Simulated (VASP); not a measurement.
Band structure of Cd4SSe3 (ordered alloy cell). These are PBEsol GGA, VASP's PBE PAW potentials (set 64) (plane waves; VASP) values and carry that method's errors.

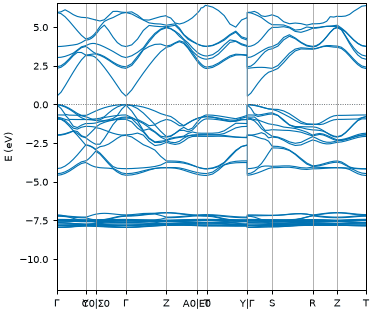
Fig. 1. Bands along high-symmetry lines, zero at the valence-band maximum or, without a gap, the Fermi level

**Question.** Read the plot: is there a gap, and where are the band edges?

**Answer.** The gap is direct, 0.54 eV, from the valence maximum at Γ to the conduction minimum at Γ. (Edges off the drawn lines would not show.)

The structure was generated: Cd4SSe3 was put into an ordered model structure (Amm2), which need not be its known phase. It was relaxed first.
